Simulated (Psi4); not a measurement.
## Run report: C$_{2}$HNS, energy and gradient calculation

System: C$_{2}$HNS, SMILES N#CC=S.
Method: M06-L/6-311+G**, RKS (Psi4 1.11).

A bond length was changed on purpose from its optimised value.

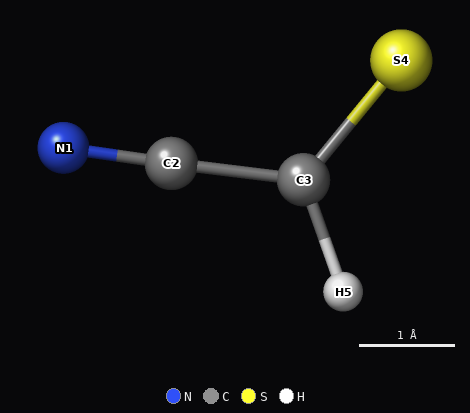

*The input geometry (ball-and-stick view, seen on its broad side; atoms are numbered from 1 in the order of the input).*

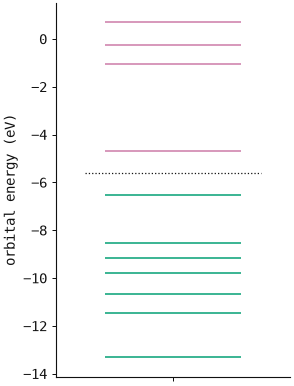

*Orbital energies near the frontier; the dotted line parts filled from empty levels, and levels within 0.02 eV of each other stand side by side.*

Highest filled −6.53 eV, lowest empty −4.68 eV, 1.85 eV apart.

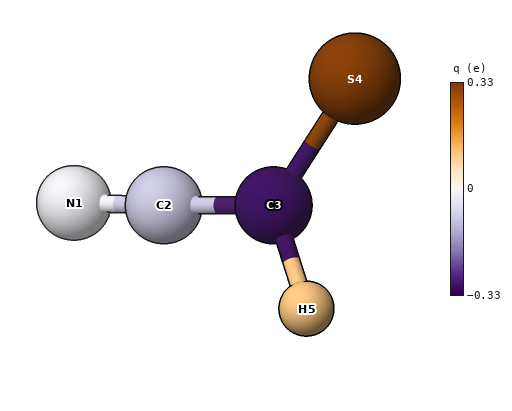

*Löwdin charges, as the colour of each atom (ball-and-stick view, seen at a tilt; atoms are numbered from 1 in the order of the input).*

By element: N −0.02, C −0.30 to −0.10, S +0.32 and H +0.11 e.

These pictures come from the run below.

The input (c2hns.in):
```
memory 1.6 GB

molecule {
  0 1
  N     -1.131064     0.043139     1.774403
  C     -0.522174     0.039889     0.800943
  C      0.218266     0.065769    -0.388817
  S      0.310076     1.389739    -1.325247
  H      0.814090    -0.988550    -0.699310
  units angstrom
  symmetry c1
}

set basis 6-311+G**
set puream true
set e_convergence 1e-09
set d_convergence 1e-08
set scf_type pk
set dft_radial_points 99
set dft_spherical_points 590

energy_value, wavefunction = gradient("m06-l", return_wfn=True)
oeprop(wavefunction, "DIPOLE", "LOWDIN_CHARGES", "QUADRUPOLE", title="M06-L")
```

Launched with:
```bash
psi4 -i c2hns.in -o c2hns.out -n 1
```

The program's output:
```
Psi4 1.11 release

gradient() will perform analytic gradient computation.

   => Loading Basis Set <=

    Name: 6-311+G**
    Role: ORBITAL
    Keyword: BASIS

         ---------------------------------------------------------
                                   SCF
                              RKS Reference
                        1 Threads,   1525 MiB Core
         ---------------------------------------------------------

  ==> Geometry <==

    Molecular point group: c1
    Full point group: C1

    Geometry (in Angstrom), charge = 0, multiplicity = 1:

       Center              X                  Y                   Z               Mass
    ------------   -----------------  -----------------  -----------------  -----------------
         N           -1.007780392006    -0.595162317358     1.961533307013    14.003074004430
         C           -0.398890392006    -0.598412317358     0.988073307013    12.000000000000
         C            0.341549607994    -0.572532317358    -0.201686692987    12.000000000000
         S            0.433359607994     0.751437682642    -1.138116692987    31.972071174400
         H            0.937373607994    -1.626851317358    -0.512179692987     1.007825032230

  Running in c1 symmetry.

  Rotational constants: A =      1.29682  B =      0.11011  C =      0.10150 [cm^-1]
  Rotational constants: A =  38877.78718  B =   3301.11348  C =   3042.75648 [MHz]
  Nuclear repulsion =  116.664111689101446

  Charge       = 0
  Multiplicity = 1
  Electrons    = 36
  Nalpha       = 18
  Nbeta        = 18

  ==> Algorithm <==

  SCF Algorithm Type is PK.
  DIIS enabled.
  MOM disabled.
  Fractional occupation disabled.
  Guess Type is SAD.
  Energy threshold   = 1.00e-09
  Density threshold  = 1.00e-08
  Integral threshold = 1.00e-12

  ==> Primary Basis <==

  Basis Set: 6-311+G**
    Blend: 6-311+G**
    Number of shells: 48
    Number of basis functions: 102
    Number of Cartesian functions: 106
    Spherical Harmonics?: true
    Max angular momentum: 2

  ==> DFT Potential <==

   => LibXC <=

    Version 7.1.2

   => Composite Functional: M06-L <=

    M06-L Meta-GGA XC Functional

    Deriv               =              1
    GGA                 =           TRUE
    Meta                =           TRUE

    Exchange Hybrid     =          FALSE
    MP2 Hybrid          =          FALSE

   => Exchange Functionals <=

    1.0000   XC_MGGA_X_M06_L

   => Correlation Functionals <=

    1.0000   XC_MGGA_C_M06_L

   => LibXC Density Thresholds  <==

    XC_MGGA_C_M06_L:  1.00E-12
    XC_MGGA_X_M06_L:  1.00E-15

   => Molecular Quadrature <=

    Radial Scheme          =       TREUTLER
    Pruning Scheme         =           NONE
    Nuclear Scheme         =       TREUTLER

    Blocking Scheme        =         OCTREE
    BS radius alpha        =              1
    Pruning alpha          =              1
    Radial Points          =             99
    Spherical Points       =            590
    Total Points           =         282918
    Total Blocks           =           2124
    Max Points             =            256
    Max Functions          =             97
    Weights Tolerance      =       1.00E-15

  ==> Integral Setup <==

  Using in-core PK algorithm.
   Calculation information:
      Number of atoms:                   5
      Number of AO shells:              48
      Number of primitives:             88
      Number of atomic orbitals:       106
      Number of basis functions:       102

      Integral cutoff                 1.00e-12
      Number of threads:                 1

  Performing in-core PK
  Using 27599262 doubles for integral storage.
  We computed 613449 shell quartets total.
  Whereas there are 692076 unique shell quartets.

  ==> DiskJK: Disk-Based J/K Matrices <==

    J tasked:                  Yes
    K tasked:                   No
    wK tasked:                  No
    Memory [MiB]:              825
    Schwarz Cutoff:          1E-12

  Cached 16.7% of DFT collocation blocks in 0.274 [GiB].

  Minimum eigenvalue in the overlap matrix is 4.1966693156E-05.
  Reciprocal condition number of the overlap matrix is 5.5095534903E-06.
    Using symmetric orthogonalization.

  ==> Pre-Iterations <==

  SCF Guess: Superposition of Atomic Densities via on-the-fly atomic UHF (no occupation information).

   -------------------------
    Irrep   Nso     Nmo
   -------------------------
     A        102     102
   -------------------------
    Total     102     102
   -------------------------

  ==> Iterations <==

                        Total Energy        Delta E     RMS |[F,P]|

   @RKS iter SAD:  -529.12985301417871   -5.29130e+02   0.00000e+00
   @RKS iter   1:  -529.32254625569578   -1.92693e-01   8.40589e-03 DIIS/ADIIS
   @RKS iter   2:  -528.30689968940374    1.01565e+00   1.39628e-02 DIIS/ADIIS
   @RKS iter   3:  -529.63196160085340   -1.32506e+00   3.88963e-03 DIIS/ADIIS
   @RKS iter   4:  -529.63197934391906   -1.77431e-05   4.07016e-03 DIIS/ADIIS
   @RKS iter   5:  -529.70172456413297   -6.97452e-02   1.23894e-03 DIIS/ADIIS
   @RKS iter   6:  -529.71074502436352   -9.02046e-03   2.76102e-04 DIIS/ADIIS
   @RKS iter   7:  -529.71120585587801   -4.60832e-04   9.59583e-05 DIIS
   @RKS iter   8:  -529.71124877190653   -4.29160e-05   2.92446e-05 DIIS
   @RKS iter   9:  -529.71125413103630   -5.35913e-06   3.78210e-06 DIIS
   @RKS iter  10:  -529.71125421785814   -8.68218e-08   9.77699e-07 DIIS
   @RKS iter  11:  -529.71125422459465   -6.73651e-09   1.21824e-07 DIIS
   @RKS iter  12:  -529.71125422467355   -7.88987e-11   3.69302e-08 DIIS
   @RKS iter  13:  -529.71125422468128   -7.73070e-12   9.56689e-09 DIIS
  Energy and wave function converged.

  ==> Post-Iterations <==

   Electrons on quadrature grid:
      Ntotal   =   35.9999999812 ; deviation = -1.882e-08

    Orbital Energies [Eh]
    ---------------------

    Doubly Occupied:

       1A    -88.566403     2A    -14.208445     3A    -10.184645
       4A    -10.117245     5A     -7.924551     6A     -5.836007
       7A     -5.835091     8A     -5.824028     9A     -0.908752
      10A     -0.813579    11A     -0.656787    12A     -0.489561
      13A     -0.420804    14A     -0.391946    15A     -0.359273
      16A     -0.336266    17A     -0.313034    18A     -0.240116

    Virtual:

      19A     -0.171866    20A     -0.038697    21A     -0.009693
      22A      0.025354    23A      0.034186    24A      0.036852
      25A      0.045586    26A      0.058769    27A      0.073074
      28A      0.083214    29A      0.087674    30A      0.090580
      31A      0.097387    32A      0.117199    33A      0.130727
      34A      0.144385    35A      0.171124    36A      0.189785
      37A      0.223688    38A      0.243061    39A      0.256514
      40A      0.286828    41A      0.333154    42A      0.343155
      43A      0.367273    44A      0.418224    45A      0.461149
      46A      0.500959    47A      0.503946    48A      0.542241
      49A      0.593385    50A      0.601977    51A      0.679152
      52A      0.700086    53A      0.723103    54A      0.728458
      55A      0.736799    56A      0.811841    57A      0.855155
      58A      0.865972    59A      0.892463    60A      0.924351
      61A      1.023105    62A      1.047295    63A      1.073283
      64A      1.204045    65A      1.215536    66A      1.350903
      67A      1.352156    68A      1.468300    69A      1.577800
      70A      1.680258    71A      1.704681    72A      1.778926
      73A      1.797578    74A      1.836546    75A      1.846200
      76A      1.945131    77A      2.055432    78A      2.085221
      79A      2.144593    80A      2.239922    81A      2.571065
      82A      2.616915    83A      2.678958    84A      2.825703
      85A      2.846405    86A      2.936173    87A      2.961232
      88A      3.043091    89A      3.199233    90A      3.368403
      91A      3.690167    92A      4.046455    93A      4.070497
      94A      4.632472    95A      7.848587    96A     17.413446
      97A     17.442912    98A     17.591720    99A     23.580244
     100A     24.572802   101A     36.032993   102A    189.638665

    Final Occupation by Irrep:
              A
    DOCC [    18 ]
    NA   [    18 ]
    NB   [    18 ]

  @RKS Final Energy:  -529.71125422468128

   => Energetics <=

    Nuclear Repulsion Energy =            116.6641116891014462
    One-Electron Energy =                -957.9848384159747638
    Two-Electron Energy =                 355.3075116395442592
    DFT Exchange-Correlation Energy =     -43.6980391373522110
    Empirical Dispersion Energy =           0.0000000000000000
    VV10 Nonlocal Energy =                  0.0000000000000000
    Total Energy =                       -529.7112542246812836

Computation Completed

Properties will be evaluated at   0.000000,   0.000000,   0.000000 [a0]

Properties computed using the SCF density matrix

 Multipole Moments:

 ------------------------------------------------------------------------------------
     Multipole            Electronic (a.u.)      Nuclear  (a.u.)        Total (a.u.)
 ------------------------------------------------------------------------------------

 L = 1.  Multiply by 2.5417464519 to convert [e a0] to [Debye]
 Dipole X            :         -0.3149732            0.8931221            0.5781489
 Dipole Y            :          1.1895370           -1.5035652           -0.3140281
 Dipole Z            :         -0.2179487           -0.5158838           -0.7338325
 Magnitude           :                                                    0.9855861

 ------------------------------------------------------------------------------------

	total time  =         41 seconds =       0.68 minutes

         ------------------------------------------------------------
                                   SCF GRAD
         ------------------------------------------------------------

  ==> Geometry <==

    Molecular point group: c1
    Full point group: C1

    Geometry (in Angstrom), charge = 0, multiplicity = 1:

       Center              X                  Y                   Z               Mass
    ------------   -----------------  -----------------  -----------------  -----------------
         N           -1.007780392006    -0.595162317358     1.961533307013    14.003074004430
         C           -0.398890392006    -0.598412317358     0.988073307013    12.000000000000
         C            0.341549607994    -0.572532317358    -0.201686692987    12.000000000000
         S            0.433359607994     0.751437682642    -1.138116692987    31.972071174400
         H            0.937373607994    -1.626851317358    -0.512179692987     1.007825032230

  Nuclear repulsion =  116.664111689101446

  ==> Basis Set <==

  Basis Set: 6-311+G**
    Blend: 6-311+G**
    Number of shells: 48
    Number of basis functions: 102
    Number of Cartesian functions: 106
    Spherical Harmonics?: true
    Max angular momentum: 2

  ==> DirectJKGrad: Integral-Direct SCF Gradients <==

    Gradient:                    1
    J tasked:                  Yes
    K tasked:                   No
    wK tasked:                  No
    Integrals threads:           1
    Schwarz Cutoff:          1E-12

  ==> DFT Potential <==

   => LibXC <=

    Version 7.1.2

   => Composite Functional: M06-L <=

    M06-L Meta-GGA XC Functional

    Deriv               =              1
    GGA                 =           TRUE
    Meta                =           TRUE

    Exchange Hybrid     =          FALSE
    MP2 Hybrid          =          FALSE

   => Exchange Functionals <=

    1.0000   XC_MGGA_X_M06_L

   => Correlation Functionals <=

    1.0000   XC_MGGA_C_M06_L

   => LibXC Density Thresholds  <==

    XC_MGGA_C_M06_L:  1.00E-12
    XC_MGGA_X_M06_L:  1.00E-15

   => Molecular Quadrature <=

    Radial Scheme          =       TREUTLER
    Pruning Scheme         =           NONE
    Nuclear Scheme         =       TREUTLER

    Blocking Scheme        =         OCTREE
    BS radius alpha        =              1
    Pruning alpha          =              1
    Radial Points          =             99
    Spherical Points       =            590
    Total Points           =         282918
    Total Blocks           =           2124
    Max Points             =            256
    Max Functions          =             97
    Weights Tolerance      =       1.00E-15

  -Total Gradient:
     Atom            X                  Y                   Z
    ------   -----------------  -----------------  -----------------
       1        0.019203655855     0.000718644159    -0.030901362968
       2       -0.015502354884     0.003744419531     0.022191474216
       3       -0.035046227234     0.041019141495     0.030862561841
       4       -0.000339627311     0.006133168020    -0.003051741314
       5        0.031686268102    -0.051571638736    -0.019129595085

	total time  =          8 seconds =       0.13 minutes

Properties will be evaluated at   0.000000,   0.000000,   0.000000 [a0]

Properties computed using the M06-L density matrix

 Multipole Moments:

 ------------------------------------------------------------------------------------
     Multipole            Electronic (a.u.)      Nuclear  (a.u.)        Total (a.u.)
 ------------------------------------------------------------------------------------

 L = 1.  Multiply by 2.5417464519 to convert [e a0] to [Debye]
 Dipole X            :         -0.3149732            0.8931221            0.5781489
 Dipole Y            :          1.1895370           -1.5035652           -0.3140281
 Dipole Z            :         -0.2179487           -0.5158838           -0.7338325
 Magnitude           :                                                    0.9855861

 L = 2.  Multiply by 1.3450342976 to convert [e a0^2] to [Debye ang]
 Quadrupole XX       :        -67.8936503           45.1648474          -22.7288029
 Quadrupole XY       :        -29.8850073           29.0784065           -0.8066008
 Quadrupole XZ       :         91.9485578          -89.2309182            2.7176396
 Quadrupole YY       :        -85.9464707           65.2649711          -20.6814995
 Quadrupole YZ       :         86.1682411          -85.2669349            0.9013062
 Quadrupole ZZ       :       -219.1120716          192.9173871          -26.1946846
 Traceless XX        :         56.4237473          -55.9508878            0.4728595
 Traceless YY        :         38.3709269          -35.8507641            2.5201628
 Traceless ZZ        :        -94.7946741           91.8016519           -2.9930222

 ------------------------------------------------------------------------------------
  Lowdin Charges: (a.u.)
   Center  Symbol    Alpha    Beta     Spin     Total
       1     N     3.51146  3.51146  0.00000 -0.02293
       2     C     3.04888  3.04888  0.00000 -0.09776
       3     C     3.15237  3.15237  0.00000 -0.30473
       4     S     7.84062  7.84062  0.00000  0.31875
       5     H     0.44667  0.44667  0.00000  0.10667

  Total alpha = 18.00000, Total beta = 18.00000, Total charge = -0.00000

    Psi4 run time: 0:00:48.89
```

Summary:

```csv
quantity,value
outcome,converged
total energy,−529.711254 hartree
basis functions,102
largest force,3.264 eV/Å
HOMO,−6.53 eV
LUMO,−4.68 eV
dipole moment,2.51 D
hardware,"1 thread of AMD EPYC (Zen 3), 176 GiB of memory available, shared host"
wall time,51 s
peak memory,0.7 GiB
```
